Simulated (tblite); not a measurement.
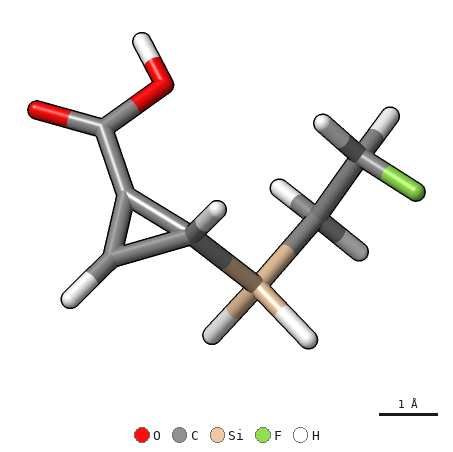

C$_{6}$H$_{9}$FO$_{2}$Si, before the relaxation. Style: stick. Shown at a tilt.

Theory: GFN2-xTB geometry optimisation, gas phase in tblite.

```xyz
19

O     3.6598   -0.3839    0.4866
C     2.4331   -0.4059    0.5389
O     1.7415   -1.5236    0.2776
C     1.5731    0.6826    0.8917
C     1.3504    1.9077    1.2563
C     0.1969    1.0637    1.0988
Si   -0.8652    1.2375   -0.4129
C    -1.2649   -0.4085   -1.1852
C    -1.8305   -1.4550   -0.2367
F    -3.0656   -1.0487    0.1941
H     2.4243   -2.1817    0.0647
H     1.7396    2.8654    1.4841
H    -0.2781    0.7050    2.0129
H    -0.1781    2.0727   -1.4303
H    -2.1181    1.9561   -0.0436
H    -0.3635   -0.8120   -1.6370
H    -1.9907   -0.2367   -1.9932
H    -1.2058   -1.6195    0.6413
H    -1.9679   -2.4063   -0.7446
```

> Where does the relaxation end?

After 100 geometry steps the energy has fallen by 30.3 kJ/mol. The atom that moves furthest after the best rigid fit is F10 (0.51 Å). Largest moves by element: F 0.51 Å, H 0.42 Å, Si 0.16 Å, C 0.15 Å, O 0.12 Å. Among the contacts that change: C4–C6 1.443 → 1.520 Å, C5–C6 1.438 → 1.501 Å, Si7–C8 1.862 → 1.912 Å, C6–Si7 1.856 → 1.894 Å. Among the angles between lasting bonds that change: C2–O3–H11 104.2° → 109.7°, H14–Si7–H15 106.7° → 111.3°, C6–Si7–C8 112.2° → 108.1°.

Final geometry:

```xyz
19

O     3.6255   -0.3978    0.5287
C     2.4226   -0.4694    0.5928
O     1.7496   -1.6134    0.3526
C     1.5425    0.6224    0.9193
C     1.3604    1.8651    1.2769
C     0.1001    1.0825    1.0481
Si   -0.9746    1.3324   -0.4918
C    -1.2932   -0.3801   -1.2794
C    -1.6812   -1.4185   -0.2434
F    -2.7115   -0.9513    0.5454
H     2.3766   -2.3229    0.1443
H     1.7624    2.8054    1.5657
H    -0.4293    0.7618    1.9447
H    -0.2506    2.1586   -1.4647
H    -2.2335    1.9617   -0.0919
H    -0.4034   -0.7435   -1.7917
H    -2.0843   -0.3006   -2.0251
H    -0.8471   -1.6343    0.4301
H    -2.0408   -2.3490   -0.6969
```

After the run, drawn alike:

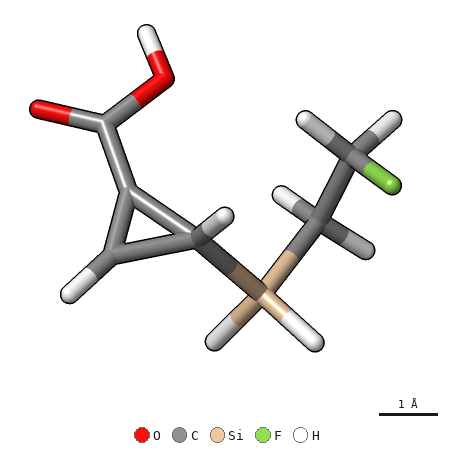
